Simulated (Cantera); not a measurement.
Feed: 1 mol FeS, 0.91 mol H2S, 0.071 mol H2O, equilibrated at 1.70 bar.

Cantera equilibrium calculation (NASA polynomials, part measured and part estimated; ideal gas, pure solids and liquids). Candidate condensed phases: Fe, FeO, Fe(OH)2, Fe(OH)3, FeS, FeSO4, FeS2, Fe2O3, Fe2(SO4)3, Fe3O4, H2O, H2SO4, S; 22 gas species. FeS: taken at fixed stoichiometry. Gases not in the tables: S3 to S7. Kinetics and transport are ignored.

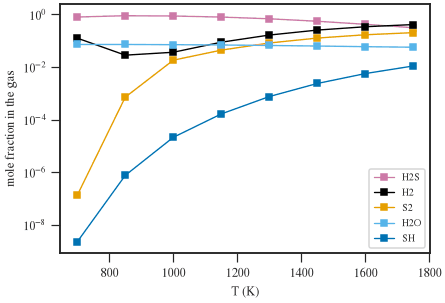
Figure. Equilibrium gas composition (values under 1e-9 drawn at 1e-9)

From 700 K to 850 K the condensed part is FeS(s) + FeS2(s). From 1000 K to 1450 K the condensed part is FeS(s). From 1600 K to 1750 K the condensed part is FeS(l).
